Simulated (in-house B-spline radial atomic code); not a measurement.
**Cd: many-body perturbation calculation**

System: Cd, core [Kr] 4d10 5s2.
Method: relativistic RPA (time-dependent Dirac-Hartree-Fock) and second-order many-body perturbation theory, no-pair Dirac-Coulomb, closed shell, B-spline basis (in-house B-spline radial atomic code).

## Input
```
basis_form = 2
Z = 48
core_configuration = [Kr] 4d10 5s2
rms_radius = 4.6087
mass_number = 114
speed_of_light = 13703.5999084
box_radius = 45.0
lmax = 7
intervals = 67
virtual_cutoff = 57600.0
```

Launched within a batch (the task file carries these settings):
```bash
python <driver script> task.json out
```

The program writes its results to a structured record and prints no log; tables and figures of this report are taken from that record.

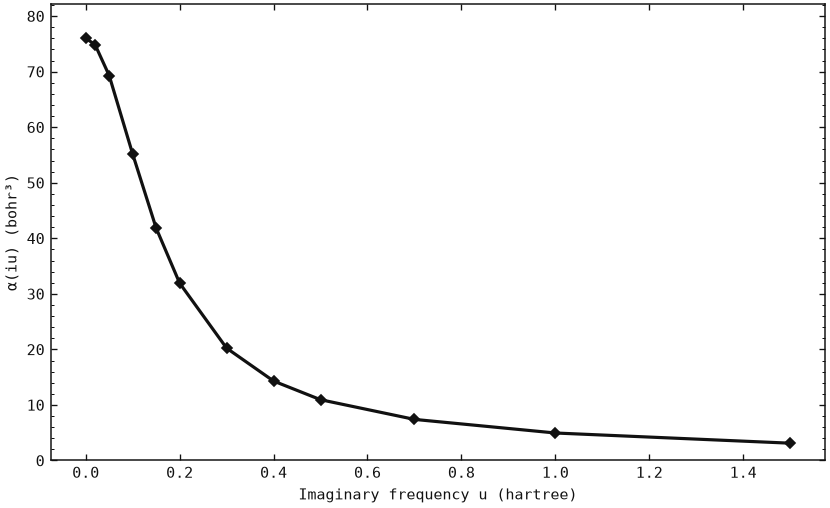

**Figure 1.** Dipole polarisability at imaginary frequency of neutral cadmium, [Kr] 4d¹⁰ 5s². Relativistic RPA on Dirac–Hartree–Fock, no-pair Dirac–Coulomb, finite nucleus, computed with a B-spline radial code. Speed of light scaled by 100. The static dipole polarisability is 76.0 bohr³; α(iu) falls to half of it near u = 0.17 hartree. The Casimir–Polder integral gives C₆ = 769 hartree bohr⁶ for two such species.

## Summary

| quantity | value |
| --- | --- |
| outcome | converged |
| hardware | 1 CPU thread, shared host |
| wall time | 16 s |

## Remarks

Limits: RPA puts the weak triplet-like excitations of an outer s2 shell too low.
